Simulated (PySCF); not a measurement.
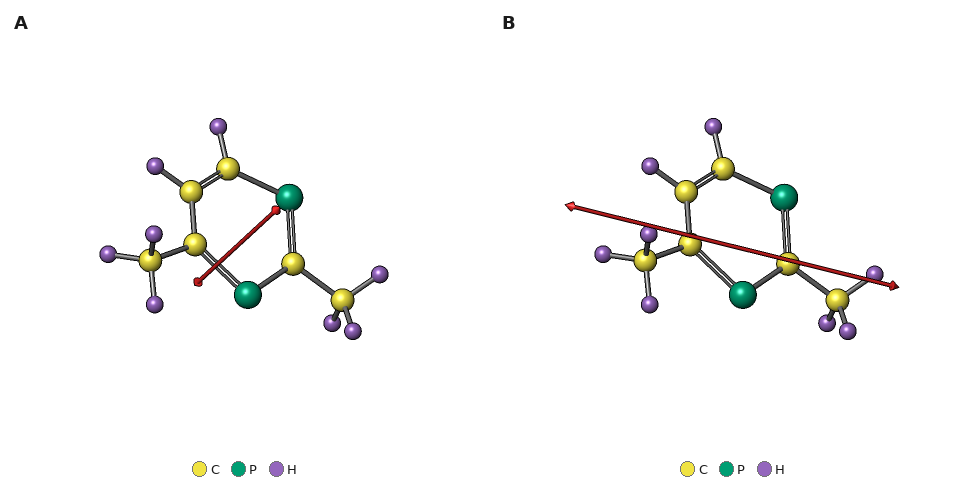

The double arrows show the directions of two transition dipoles from the ground state (lengths mean nothing). The computed structure is the end point of a GFN2-xTB optimisation. No frequency run is at hand to confirm it as a minimum. Properties computed with TDDFT ωB97X-D/def2-SVPD, vertical, gas phase, core orbitals frozen in the response (PySCF 2.14.0).

One belongs to singlet state 2 and one to singlet state 4. Which is which?

A: state 2, 4.31 eV (288 nm), oscillator strength 0.018, mainly HOMO−2 → LUMO (weight 0.97).
B: state 4, 4.59 eV (270 nm), oscillator strength 0.057, mainly HOMO → LUMO (weight 0.71).

The geometry is semi-empirical. Around P such bond lengths and angles can be off by a tenth of an ångström or more and by several degrees, and values that hang on the shape move with them.
